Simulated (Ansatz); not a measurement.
## Nudged elastic band, with input and output: BN₂H₅ (part 2 of 2)

BN₂H₅; RKS PBE-D4/def2-SVP (Ansatz 0.2.0). The run did not end well. It belongs to a series of runs on one base structure; here: band between the two ends.

Geometry of the input (Å):
```
B  0.1650  -0.2766  0.1840
H  -0.0122  -0.9817  1.1653
N  1.4943  0.0988  -0.1429
H  2.2898  -0.2008  0.4147
H  1.7536  0.6832  -0.9374
N  -0.9688  0.1244  -0.5700
H  -1.9114  -0.1579  -0.3146
H  -0.9334  0.7107  -1.4036
```

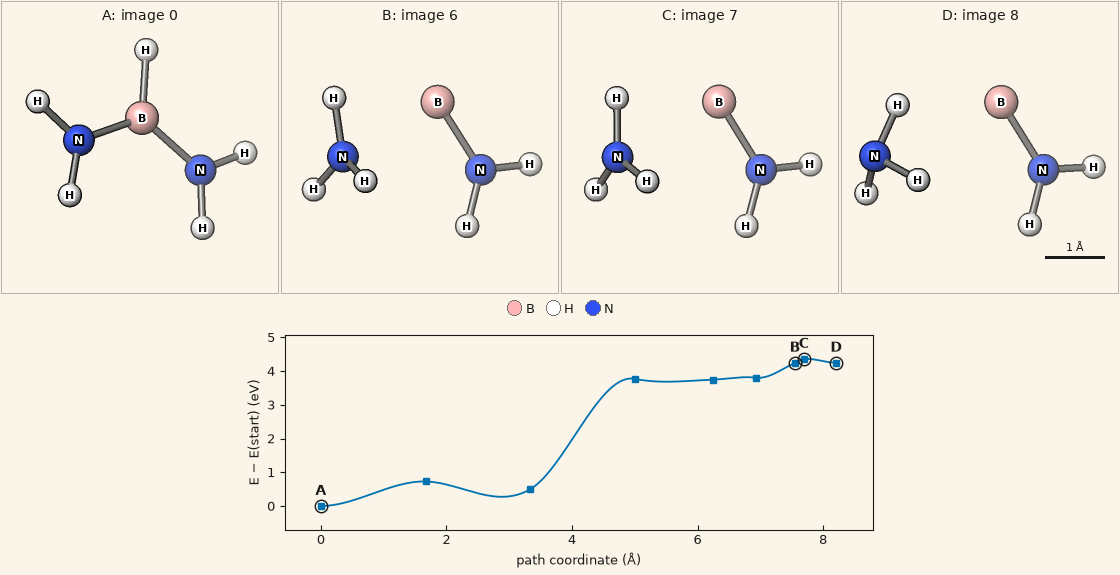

Fig. 1: Images of the last band (counted from 0; ball-and-stick, seen at a tilt) above the energy along the path; the line is a cubic interpolation that uses the forces. The highest image is number 7, 4.358 eV above the start and 0.113 eV above the end (the climbing image); the end lies 4.245 eV above the start. The path is 8.21 Å long. The band had not converged after 60 iterations.

```
Unfinished report: {"positions_ang":[[-0.668065094206677,-0.3797041599837987,0.5993973888368169],[1.4165224925506814,-0.2430990537323218,1.1247576851057741],[1.6557737891227,0.026261693280171458,0.1682383265840729],[1.7208841092039278,-0.7053325296490317,-0.5303901025490776],[1.668700577662376,1.0090147673021406,-0.07637189681895594],[-1.1410891522681412,0.04000692996828117,-0.6375190225373686],[-2.1572627595703433,-0.029476569830126594,-0.7678929308501391],[-0.6185639724945245,0.28232891264468507,-1.4848184477711235]],"unchecked":["starts","cluster_reference","orbital_swaps","neighbouring_geometries","increment"],"mean_field":{"relativity":"none","state":{"energy":{"ev":-3727.88815015498,"hartree":-136.99736266485186},"converged":true,"gradient_ev":5.915821821845496e-6,"stability":{"kind":"minimum","curvature_ev":45.86246639745176},"curvature_floor_ev":0.00030000000000000003,"spin_squared":-1.7763568394002505e-14},"others":[],"fillings":{"estimated":0,"unestimated":0,"tried":0,"untried":0,"excluded_magnetic_sites":0},"n_dropped_functions":0,"n_trapped_functions":0,"passes":{"evaluations":4,"products":23},"factors":{"origin":"density fitting in generated functions","count":788,"bound_ev":null},"gradient_stop_ev":0.00009,"reference_kind":"stationary","functional":{"name":"PBE","citations":["Perdew, Burke & Ernzerhof, Phys. Rev. Lett. 77, 3865 (1996) doi:10.1103/PhysRevLett.77.3865"],"text":"name \"PBE\"\ncite \"Perdew, Burke & Ernzerhof, Phys. Rev. Lett. 77, 3865 (1996) doi:10.1103/PhysRevLett.77.3865\"\nparent pbe\nparameter kappa = 0.804\nparameter beta = 0.06672455060314922\nexchange = pbe_x(kappa = kappa, mu = beta*pi^2/3)\ncorrelation = pbe_c(beta = beta)\n","parameters":{"beta":{"value":0.06672455060314922,"default":0.06672455060314922},"kappa":{"value":0.804,"default":0.804}},"final_grid":{"core_spheres":13.0,"valence_spheres":11.0,"degree":36.0},"final_grid_parameter_source":"default","radial_points_factor":1.0,"radial_grid_error_ev":3.125828648923977e-7,"grid_sensitivity":"normal","grid_sensitivity_ratio":0.001870803151768979},"unsmoothed_excess_ev":-0.000032394533648166084,"symmetry":{"irreps":["A"],"axes":[[0.9998276402352809,0.016419725115089184,-0.008665012907923927],[-0.01669030000968285,0.9993441076814636,-0.03213702425436859],[0.008131648488243916,0.03227610678945036,0.9994459111044377]],"occupied":[{"A":12},{"A":12}]},"density_repulsion":{"missed_ev":0.000037463380761844645,"excess_ev":0.000037463380761844645,"most_excess_ev":0.000312,"are_drawn_again":false,"n_first_factors":788,"energy_change_ev":0.0,"n_dropped_ends":0},"direct_passes":"host"},"factors":{"origin":"density fitting in generated functions","count":788,"bound_ev":null},"n_frozen":0,"n_occupied":[12,12],"n_virtual":[55,55],"reference":{"ev":-3727.88815015498,"hartree":-136.99736266485186},"dispersion":{"energy":{"ev":-0.09846983906088298,"hartree":-0.0036186998402332853},"switches_in_reach":[]},"total":{"ev":-3727.9866199940407,"hartree":-137.0009813646921},"forces_ev_per_angstrom":[[0.2847940381457323,-0.02595501598130595,0.3785125632746905],[0.09179758699528043,-0.008179053490620142,-0.02040353082442396],[-0.28642224540626177,-0.1694613019737686,0.2533475647975869],[0.13236600306186616,0.026079421845618917,-0.0825813987498847],[0.03393911659336859,0.07277002042660917,-0.11726780411074852],[-0.18604132423660544,0.022944181754938515,-0.38625104843502894],[0.019748116456651678,0.029422293884437338,-0.08706496201727679],[-0.09018129160865031,0.052379453535065054,0.061708616061897786]],"charge_distribution":{"dipole_moment_e_ang":[0.16109724926326774,0.28983675791079094,-0.8284038452365113],"mulliken_charges_e":[-0.3836846730029233,0.16164609452928358,-0.22950053291121542,0.13191142433026126,0.12931953545791697,-0.04719135865138213,0.13015650520342392,0.10734300504460448],"lowdin_charges_e":[-0.4289773625895217,-0.02214267860824659,0.19684869601553778,0.002372057006201689,0.0030064186500953216,0.20266214387502668,0.03137834523149097,0.014852380419374867]},"n_threads":2,"memory_gib":2.556818182580173,"seconds":{"hamiltonian":0.754505125,"orbitals":0.0,"second_order":0.0,"solver_start":0.0,"cycles":0.0,"cycle":0.0,"perturbative":0.0,"full_ci_increment":0.0,"forces":0.0}}
this run last wrote the band of iteration 60 to [file]
Error: NEB band did not converge after 60 iterations: max|band force component| = 7.87e-1 eV/Å (threshold 3.0e-2); raise `neb.max_iterations` in a new run, which can start from the last band evaluated (`neb.initial_path`, with `crystal.atoms` and `neb.final_atoms` set to its first and last images), add images, or start from endpoints closer to local minima. Where this run's directory can be resumed (`checkpoint.write`), a resume goes on for up to `neb.max_iterations` more; to start a new run from the last band, take its images' positions from the `neb_iteration` event of iteration 60 (`data.images[].positions_ang`), in the event stream of the run that computed that iteration (not this run's, if it was resumed behind it). With `checkpoint.write`, `steps/00-neb/state/checkpoint.json` in the run directory holds the last saved band, under `neb.evaluated.images[].positions_ang` (a band under a hybrid functional on support functions is neither saved nor resumed: `neb.initial_path` says where its path is): check the last entry of `neb.iterations` there, which is earlier than 60 if that iteration was not saved or its write failed. If the band's step has no `state` directory and holds `state.next`, a write was cut short, and the file is under `state.next` instead (behind a loss of power it can be under `state.prev`)
this run wrote the band of iteration 60 to [file] as well, whether or not its events were kept: a new run's `neb.initial_path` can list its `images[].positions_ang`
a run's events are kept only if it was started with --events-out <file>, and are in that file
```

The last band as extended XYZ (Å, eV, eV/Å)
```
8
Properties=species:S:1:pos:R:3:forces:R:3 image=0 energy=-3732.34436
B     0.1650   -0.2766    0.1840    0.0011   0.0024  -0.0027
H    -0.0122   -0.9817    1.1653   -0.0009   0.0005  -0.0003
N     1.4943    0.0988   -0.1429    0.0028   0.0058  -0.0069
H     2.2898   -0.2008    0.4147    0.0048  -0.0051   0.0067
H     1.7536    0.6832   -0.9374   -0.0047  -0.0020   0.0022
N    -0.9688    0.1244   -0.5700    0.0032   0.0074  -0.0102
H    -1.9114   -0.1579   -0.3146   -0.0095  -0.0058   0.0060
H    -0.9334    0.7107   -1.4036    0.0032  -0.0032   0.0052
8
Properties=species:S:1:pos:R:3:forces:R:3 image=1 energy=-3731.61660
B     0.1737   -0.1801    0.3505   -0.1006  -0.0652  -0.0760
H    -0.1946   -0.5303    1.4665    0.1052  -0.0174   0.0194
N     1.5968    0.0627    0.0314   -0.0572   0.0793   0.2741
H     1.9706   -0.5113   -0.7307   -0.0550  -0.0215  -0.0996
H     1.7467    1.0441   -0.2308    0.1071   0.0201  -0.0595
N    -0.8630   -0.0131   -0.5840   -0.0298   0.0356  -0.0750
H    -1.8478   -0.1760   -0.3635    0.0355   0.0098   0.0247
H    -0.7056    0.3039   -1.5440   -0.0052  -0.0406  -0.0081
8
Properties=species:S:1:pos:R:3:forces:R:3 image=2 energy=-3731.84300
B     0.1354    0.0367    0.2573    0.0252  -0.8113   0.3080
H     0.2137   -0.1609    1.4448   -1.1072   0.6284   0.7296
N     1.4801    0.0833   -0.1567   -0.2001   0.0952  -0.2657
H     1.7409    0.1091   -1.1347    0.5751   0.3700  -0.2677
H     2.1042    0.4525    0.5604    0.4606  -0.2923  -0.4722
N    -0.9885   -0.1050   -0.6055    0.2491  -0.0834  -0.2030
H    -1.9750    0.0529   -0.4255    0.0203  -0.1931   0.4230
H    -0.8339   -0.4685   -1.5448   -0.0230   0.2865  -0.2519
8
Properties=species:S:1:pos:R:3:forces:R:3 image=3 energy=-3728.57647
B    -0.3519    0.5287    0.3632    0.0139  -0.0558   0.3964
H     1.2542   -0.7487    0.7146    0.2429  -0.1133  -0.2739
N     1.2337    0.1672    0.2178   -0.4721   0.2165  -0.5376
H     1.6208    0.1423   -0.7845    0.0989  -0.3783   0.4422
H     1.8094    0.7980    0.7828    0.0103   0.2058   0.0048
N    -1.0093   -0.1387   -0.6868   -0.1672   0.0436  -0.0477
H    -2.0316   -0.1477   -0.6655    0.0732   0.1057  -0.1055
H    -0.6484   -0.6011   -1.5462    0.2001  -0.0242   0.1212
8
Properties=species:S:1:pos:R:3:forces:R:3 image=4 energy=-3728.60046
B    -0.4205    0.1357    0.5481    0.6643  -0.1480   0.1655
H     1.6797   -0.4889    1.0110    0.0728   0.1054   0.5094
N     1.2512    0.0124    0.2325   -0.8193   0.1696   0.0393
H     1.5922   -0.4842   -0.6273    0.1144   0.2945  -0.4771
H     1.5283    1.0165    0.2905    0.2638  -0.4096  -0.1124
N    -1.0291   -0.0494   -0.7016   -0.5844   0.0691  -0.2241
H    -2.0526    0.0084   -0.6834    0.1100   0.0130  -0.1597
H    -0.6723   -0.1505   -1.6744    0.1783  -0.0941   0.2590
8
Properties=species:S:1:pos:R:3:forces:R:3 image=5 energy=-3728.54237
B    -0.3825   -0.2313    0.4988   -0.2933   0.0376   0.1453
H     1.6707   -0.2814    1.1404   -0.2076   0.1477  -0.1961
N     1.2149   -0.0220    0.2478    0.7999  -0.1618   0.3970
H     1.7107   -0.6113   -0.4658   -0.1602  -0.1841  -0.3461
H     1.5253    0.9591    0.0574   -0.2199   0.1694   0.0015
N    -1.0508   -0.0078   -0.7192   -0.0315   0.0346   0.0712
H    -2.0646   -0.0411   -0.6900   -0.3094  -0.1008   0.0619
H    -0.7467    0.2358   -1.6741    0.4219   0.0575  -0.1347
8
Properties=species:S:1:pos:R:3:forces:R:3 image=6 energy=-3728.09957
B    -0.6485   -0.3677    0.5943    0.3227   0.1074   0.0197
H     1.4425   -0.2355    1.1471    0.3611  -0.0240   0.0611
N     1.5346    0.0260    0.1647   -1.0740  -0.1236   0.0862
H     1.7593   -0.7075   -0.5026    0.3403   0.0395   0.0184
H     1.6900    1.0054   -0.0627    0.2423  -0.0191  -0.0396
N    -1.1355    0.0287   -0.6568   -0.1425  -0.0500  -0.0671
H    -2.1502   -0.0331   -0.7886   -0.0019   0.0021  -0.0732
H    -0.6153    0.2837   -1.5000   -0.0480   0.0678  -0.0054
8
Properties=species:S:1:pos:R:3:forces:R:3 image=7 energy=-3727.98659
B    -0.6681   -0.3797    0.5994    0.2848  -0.0260   0.3785
H     1.4165   -0.2431    1.1248    0.0918  -0.0082  -0.0204
N     1.6558    0.0263    0.1682   -0.2864  -0.1695   0.2533
H     1.7209   -0.7053   -0.5304    0.1324   0.0261  -0.0826
H     1.6687    1.0090   -0.0764    0.0339   0.0728  -0.1173
N    -1.1411    0.0400   -0.6375   -0.1860   0.0229  -0.3863
H    -2.1573   -0.0295   -0.7679    0.0197   0.0294  -0.0871
H    -0.6186    0.2823   -1.4848   -0.0902   0.0524   0.0617
8
Properties=species:S:1:pos:R:3:forces:R:3 image=8 energy=-3728.09986
B    -0.7791   -0.3323    0.6048    0.0015   0.0006   0.0039
H     1.3116   -0.2876    0.9889    0.0003  -0.0012  -0.0018
N     2.0133   -0.0217    0.2680    0.0010   0.0014  -0.0005
H     1.8722   -0.6641   -0.5230   -0.0014   0.0005   0.0005
H     1.7563    0.9210   -0.0534   -0.0006  -0.0011   0.0021
N    -1.2770    0.0343   -0.6396   -0.0016   0.0008  -0.0027
H    -2.2913    0.0149   -0.7997    0.0004  -0.0002   0.0004
H    -0.7292    0.3356   -1.4506    0.0006  -0.0008  -0.0020
```

Outcome

| quantity | value |
| --- | --- |
| outcome | not converged |
| barrier, forward (band not converged) | 4.358 eV |
| barrier, backward | 0.113 eV |
| wall time | 5.3 min (CPU time 9.7 min) |
| peak memory | 0.1 GiB |

The run did not converge: “NEB band did not converge after 60 iterations: max|band force component| = 7.87e-1 eV/Å (threshold 3.0e-2); raise `neb.max_iterations` in a new run, which can start from the last band evaluated (`neb.initial_path`, with `crystal.atoms` and `neb.final_atoms` set to its first and last images), add images, or start from endpoints closer to local minima …” Its last values are not results.
